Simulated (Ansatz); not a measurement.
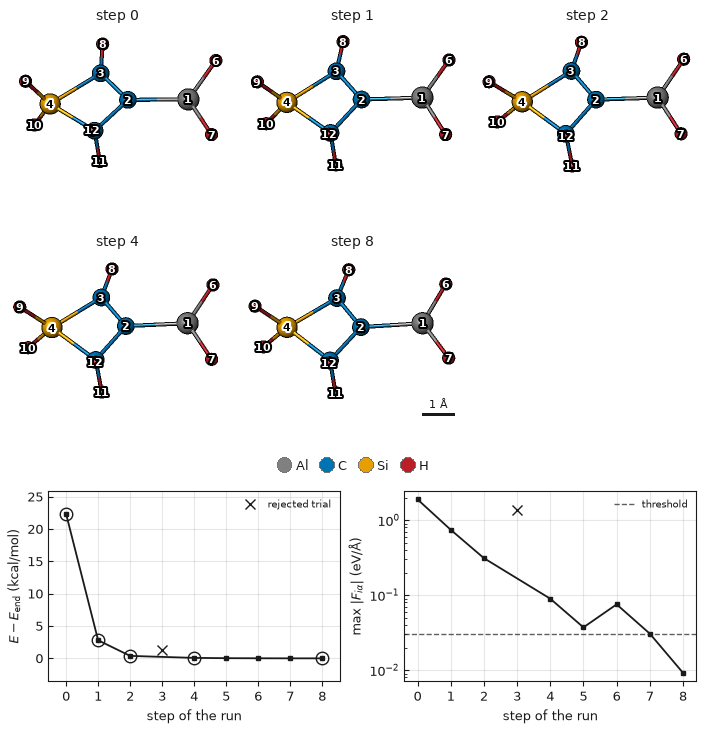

Frames of a relaxation of C₃H₇AlSi (coarse preliminary run), marked on the history of the run. The picture is a ball-and-stick view, seen at a tilt.

The start comes from a force field.

Theory: RKS PBE-D4/def2-SVP in Ansatz 0.2.0.

The input:
```yaml
crystal:
  periodic: [false, false, false]
  atoms:
    - {symbol: Al, position_ang: [-2.318000, -0.443100, 0.586700]}
    - {symbol: C, position_ang: [-0.470400, -0.043200, 0.211600]}
    - {symbol: C, position_ang: [0.510400, 0.541000, 0.959600]}
    - {symbol: Si, position_ang: [1.926300, 0.373000, -0.317600]}
    - {symbol: C, position_ang: [0.403000, -0.307100, -1.006800]}
    - {symbol: H, position_ang: [-2.999000, 0.024600, 1.982200]}
    - {symbol: H, position_ang: [-3.245100, -1.092600, -0.536700]}
    - {symbol: H, position_ang: [0.605100, 0.971800, 1.968400]}
    - {symbol: H, position_ang: [2.248700, 1.671400, -0.853700]}
    - {symbol: H, position_ang: [2.860300, -0.647100, 0.068200]}
    - {symbol: H, position_ang: [0.484600, -1.387100, -1.172200]}
    - {symbol: H, position_ang: [0.071000, 0.283300, -1.855600]}
basis:
  gaussian: {orbitals: def2-SVP}
hamiltonian: {xc: pbe, dispersion: d4}
relax: {f_tol: 0.03, max_steps: 200}
```

Command:
```bash
ansatz run in.yaml --threads 4 --pin off --events-out ev --progress --plain --max-ram 10444MiB
```

### What happens along the run?

H8 moves most after the best rigid fit: 0.35 Å. By element the largest moves are H 0.35 Å, C 0.14 Å, Si 0.11 Å, Al 0.07 Å. Among the contacts that change: Si4–C5 1.805 → 1.919 Å, Si4–H10 1.436 → 1.510 Å, Al1–C2 1.927 → 1.971 Å, C3–Si4 1.914 → 1.879 Å. Bond angles that change, for instance: H9–Si4–H10 126.5° → 107.4°, Si4–C3–H8 125.6° → 141.6°, C2–C5–Si4 96.5° → 85.5°. After 7 accepted moves (8 points after the start) the energy has fallen by 22.3 kcal/mol. Largest force component: 1.9 eV/Å at the start, 0.0092 eV/Å at the end. The line search rejected the trial step at point 3 of the run. From step 0 to 1: H8 moves most (0.19 Å), energy −19.5 kcal/mol. From step 1 to 2: H atoms move most (0.14 Å), energy −2.42 kcal/mol. From step 2 to 4: H atoms move most (0.03 Å), energy −0.31 kcal/mol. From step 4 to 8: H atoms move most (0.08 Å), energy −0.07 kcal/mol.
